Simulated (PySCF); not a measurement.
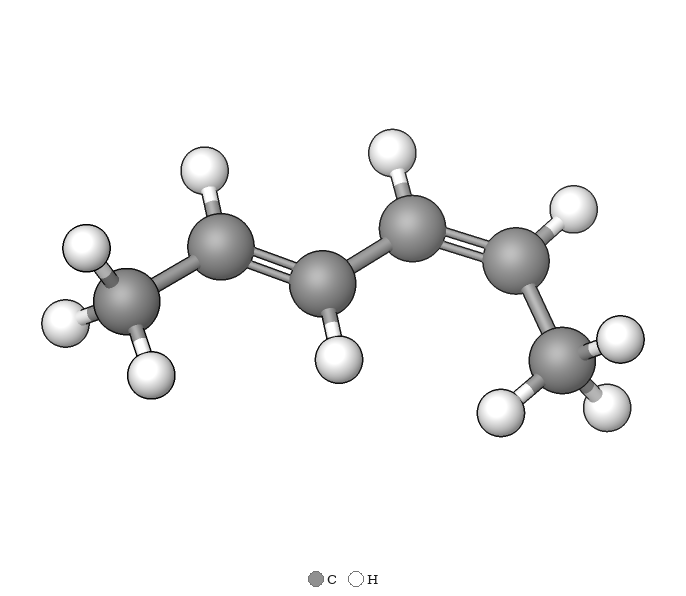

A ball-and-stick model of a molecule.

Computed geometry: PBE0-D3(BJ)/def2-TZVP optimisation. No frequency run is at hand to confirm it as a minimum.

> Count the atoms of each element.

C₆H₁₀, 16 atoms: 6 carbon and 10 hydrogen.

> Count the bonded pairs by element.

10 C–H, 5 C–C.

The parts below concern this one geometry. Atoms keep their numbers from picture to picture.

### Electronic properties

No frequency run is at hand to confirm it as a minimum. Method: PBE0/pcSseg-2, gas phase (PySCF 2.14.0).

> What is the HOMO energy (Kohn–Sham orbital)?

−6.18 eV.

> Estimate the dipole moment.

0.34 D.

> Give the LUMO energy (Kohn–Sham orbital) at this level.

−0.46 eV.

### Charges

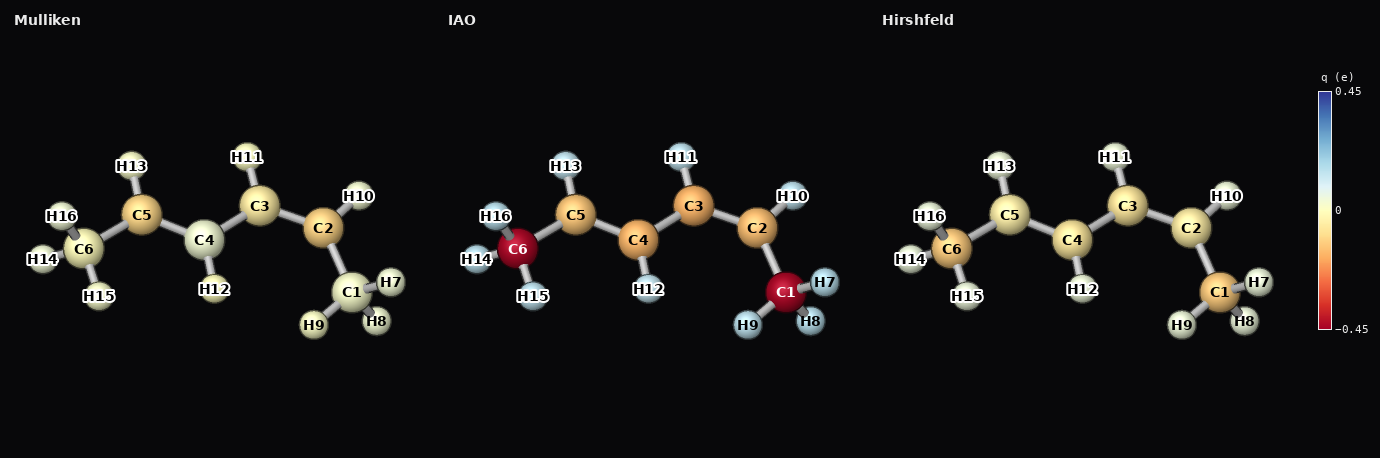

Atomic charges of one calculation by 3 schemes, on one colour scale. No frequency run is at hand to confirm it as a minimum. Method: PBE0/pcSseg-2 (PySCF 2.14.0).

> Which scheme gives the most polar picture (largest mean size of the charges)?

The IAO charges are the largest in size here, and the Mulliken charges the smallest.

> On which atom do the schemes disagree most?

On C1 (from −0.44 to 0.02 e).

List the charges (e), one line for each set of equivalent atoms.

| atom | Mulliken | IAO | Hirshfeld |
| --- | --- | --- | --- |
| C1 | 0.02 | −0.44 | −0.12 |
| C2 | −0.11 | −0.15 | −0.05 |
| C3 | −0.05 | −0.16 | −0.07 |
| C4 | 0.03 | −0.16 | −0.06 |
| C5 | −0.10 | −0.13 | −0.04 |
| C6 | −0.01 | −0.43 | −0.12 |
| H7 | 0.04 | 0.16 | 0.05 |
| H8 | 0.03 | 0.15 | 0.05 |
| H9 | 0.01 | 0.14 | 0.05 |
| H10 | 0.03 | 0.15 | 0.04 |
| H11 | 0.00 | 0.14 | 0.04 |
| H12 | 0.00 | 0.13 | 0.04 |
| H13 | 0.02 | 0.14 | 0.05 |
| H14 | 0.04 | 0.15 | 0.05 |
| H15 | 0.02 | 0.15 | 0.05 |
| H16 | 0.04 | 0.15 | 0.05 |

### NMR shielding

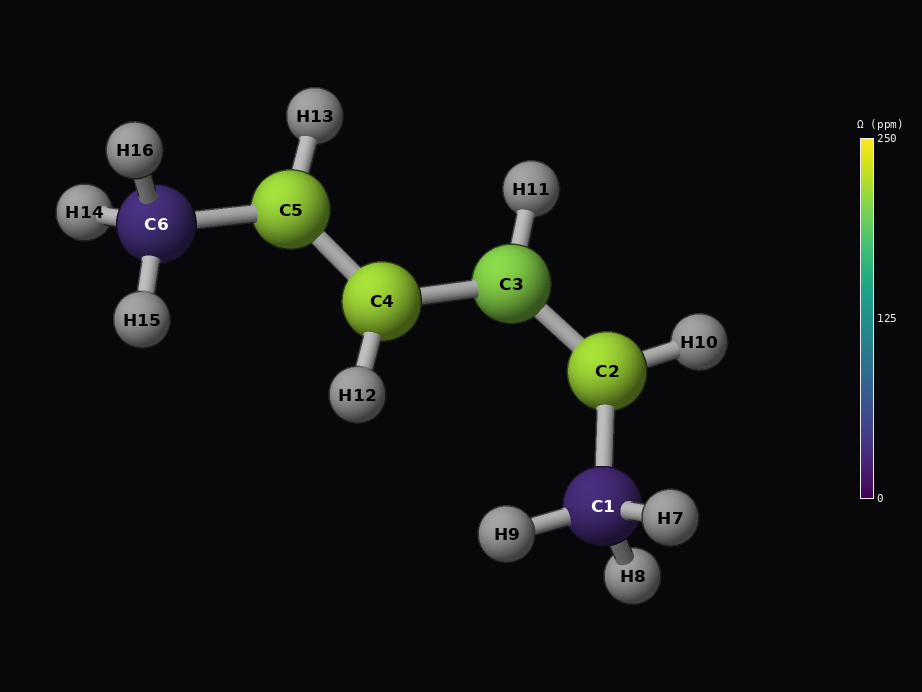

The C atoms are coloured by the span of their shielding tensor. No frequency run is at hand to confirm it as a minimum. Level of theory: GIAO PBE0/pcSseg-2 NMR shielding, non-relativistic, gas phase (PySCF 2.14.0). Principal shieldings σ11 ≤ σ22 ≤ σ33, span Ω = σ33 − σ11, skew κ = 3(σiso − σ22)/Ω.

Give the shielding tensors of the C atoms.

```tsv
atom	σ11	σ22	σ33	σiso	Ω	κ
C1	152.0	174.0	183.5	169.8	31.6	−0.40
C2	−57.9	51.3	156.9	50.1	214.9	−0.02
C3	−63.8	58.5	140.7	45.1	204.5	−0.20
C4	−65.1	60.3	149.9	48.4	215.0	−0.17
C5	−63.4	46.4	149.8	44.3	213.2	−0.03
C6	151.4	154.3	185.6	163.8	34.2	0.83
```

Shieldings and span in ppm.

Mulliken values depend strongly on the basis set and can even reverse the polarity of a bond.
